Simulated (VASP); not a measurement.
Band structure of TiB2 (AlB2 type). Level of theory: vdW-DF2, VASP's PBE PAW potentials (set 64) (plane waves; VASP 6.6.1).

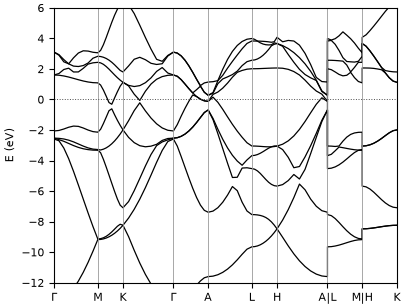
Fig. 1. Bands along high-symmetry lines, zero at the valence-band maximum or, without a gap, the Fermi level

Task: Read the plot: is there a gap, and where are the band edges?

Result: It has no gap at this level: it comes out as a metal or semimetal. (Edges off the drawn lines would not show.)

The compound is TiB2 in the AlB2 type structure. It was relaxed first.
